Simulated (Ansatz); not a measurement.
# CaCrSe3: what the fields show

```xyz
10
Lattice="6.7637 0.0000 0.0000 -3.3819 5.8576 0.0000 0.0000 0.0000 5.7455" Properties=species:S:1:pos:R:3 pbc="T T T"
Ca    0.0000    3.9051    4.3091
Ca    3.3819    1.9525    1.4364
Cr    0.0000    0.0000    0.0000
Cr    0.0000    0.0000    2.8727
Se    3.3819    3.8307    4.3091
Se    1.7553    1.0134    4.3091
Se    5.0084    1.0134    4.3091
Se    0.0000    2.0268    1.4364
Se    1.6266    4.8441    1.4364
Se   -1.6266    4.8441    1.4364
```

Space group P6₃/mmc; a structure generated by program, which may or may not match a known phase; the SCF solution may not be the lowest one; the program warned that another magnetic order may lie lower; spin-polarised.

Method: DFT PBE, scalar-relativistic, plane waves, PAW (Ansatz).

In a PAW calculation such maps are meaningful between the atoms, not at the nuclei.

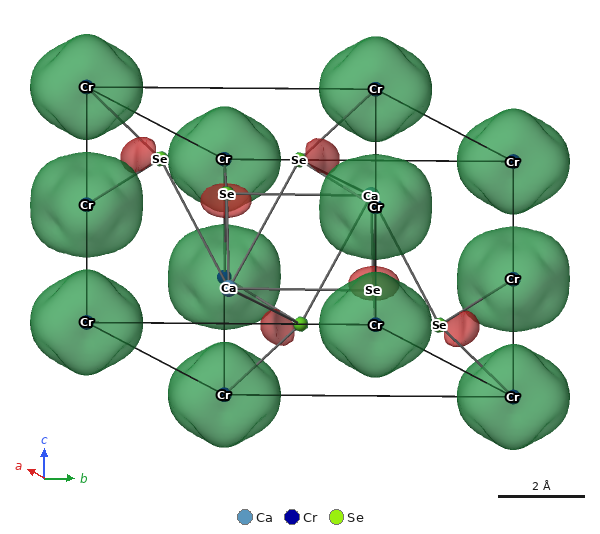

Figure 1. Isosurfaces of the magnetisation density (up minus down) at +0.03 (green) and −0.03 e/Å³ (red), seen at an oblique angle. Sticks mark near contacts.

Q: Which atoms carry the moments, and with what signs?

A: The spin density sits on Cr: +2.1 μB (×2) in one cell of 10 atoms, with smaller moments on other sites: Se (up to −0.09 μB): parallel main moments (a ferromagnetic arrangement) in this solution. The cell of the calculation (10 atoms) carries 4.0 μB of net spin moment.

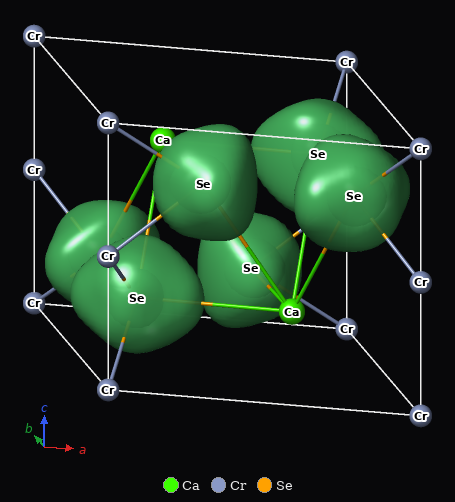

Figure 2. Isosurface of the ELF at 0.7 (green), seen slightly off an axis. Only the valence region is drawn (cores and ρ < 0.01 e/Å³ removed). Sticks mark near contacts.

Q: Where are the electrons localised?

A: The surface consists of six regions wrapped around Se (the valence shell of each), counted in one cell of 10 atoms. Regions shared between cells count once. Profiles from the grid: Cr–Se (2.48 Å): the ELF is about 0.55 at the midpoint. Ca–Se (3.38 Å): the ELF is about 0.30 at the midpoint and 0.05 at its lowest between the atoms; no localised pair shows between them.
